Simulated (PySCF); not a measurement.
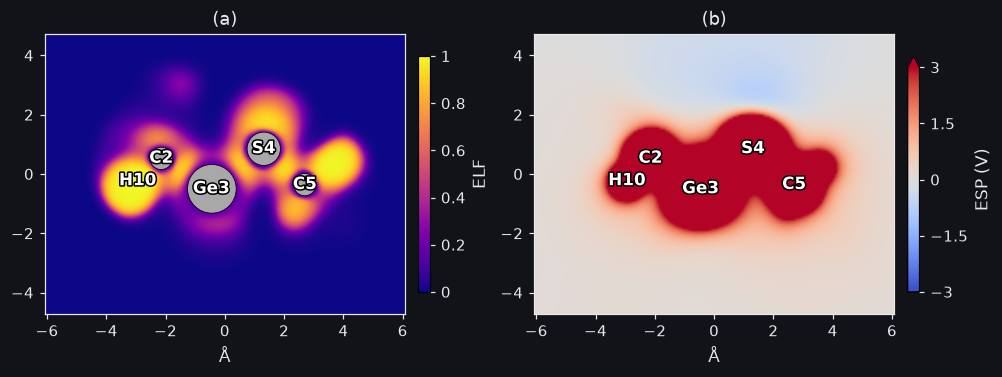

The picture shows: C$_{3}$H$_{11}$BGeS (SMILES B[CH2][GeH2][S]CC). (a) ELF; (b) molecular electrostatic potential on the plane of atoms Ge3, S4 and C5. Grey discs cover the atomic cores in the ELF map.

Geometry: GFN2-xTB.

Level of theory: CAM-B3LYP/def2-SVPD, SCF density, gas phase (PySCF).

| atom | x (Å) | y (Å) | z (Å) |
| --- | --- | --- | --- |
| B | 3.1245 | -0.5893 | 1.0318 |
| C | 2.6014 | 0.6234 | 0.2213 |
| Ge | 0.7377 | 0.1924 | -0.3507 |
| S | -0.5386 | -0.3135 | 1.3824 |
| C | -2.1203 | -0.7422 | 0.5495 |
| C | -2.9397 | 0.4861 | 0.2105 |
| H | 3.6327 | -1.4861 | 0.4776 |
| H | 2.9622 | -0.6362 | 2.1886 |
| H | 2.5224 | 1.5520 | 0.7874 |
| H | 3.1419 | 0.8249 | -0.7032 |
| H | 0.1757 | 1.3933 | -1.1167 |
| H | 0.6597 | -0.9615 | -1.3432 |
| H | -1.8911 | -1.3289 | -0.3408 |
| H | -2.6424 | -1.3738 | 1.2667 |
| H | -2.4067 | 1.1178 | -0.4993 |
| H | -3.8889 | 0.1882 | -0.2315 |
| H | -3.1375 | 1.0654 | 1.1092 |

Q: Describe what can be read from this map.

A:
- The plane passes through C, Ge, S and H nuclei.
- C–S (1.84 Å): the ELF peaks at about 0.90 between the atoms; a shared electron pair.
- C–Ge (2.00 Å): the ELF peaks at about 0.90 in the valence shell of C, 0.7 Å from its nucleus, and is about 0.70 at the midpoint.
- Ge–S (2.21 Å): the ELF peaks at about 0.90 in the valence shell of S, 0.9 Å from its nucleus, and is about 0.80 at the midpoint.
- C–H (1.09 Å): the ELF climbs to about 1 towards the hydrogen, as it does in any bond to H; an ordinary covalent bond to hydrogen.
- The ELF also peaks beside S4, away from the bonds: lone-pair regions.
- Outside the dense part of the molecule the potential is most negative (−0.7 V) near S4.
